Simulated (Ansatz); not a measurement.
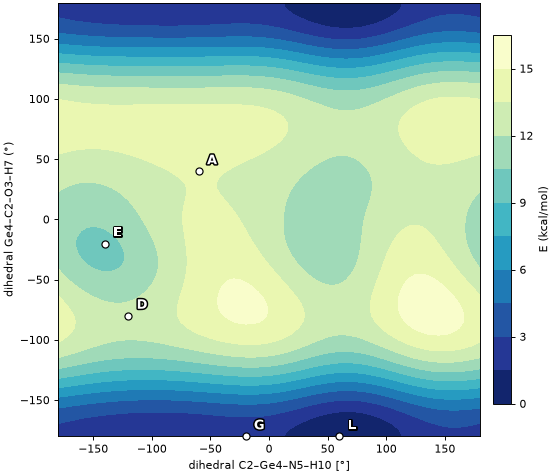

CH6GeN2O, SMILES N=[C](O)[GeH2][NH2]. The first coordinate is: dihedral C2–Ge4–N5–H10; the second: dihedral Ge4–C2–O3–H7. Nothing is relaxed (all other coordinates rigid). The scan uses an 18 × 18 grid. Energies: kcal/mol, counted from the relaxed molecule at the same level. Method: RHF/def2-SVP (Ansatz).

The picture shows filled contours, lettered points. Between grid points the surface is interpolated.

Is A the lowest point of the computed grid?

No. A lies 13.6 kcal/mol above the lowest grid point, which is at dihedral C2–Ge4–N5–H10 = 60°, dihedral Ge4–C2–O3–H7 = −180°.

What kind of point is each of D, E, G, L: minimum, saddle, maximum or slope?

D: saddle point; E: minimum; G: saddle point; L: minimum. (In these two coordinates alone; a stationary point may lie a little off the grid point.)

Rank the lettered points by energy, lowest first.

L (0.035 kcal/mol), G (2.0 kcal/mol), E (10.2 kcal/mol), D (12.4 kcal/mol), A (13.6 kcal/mol).
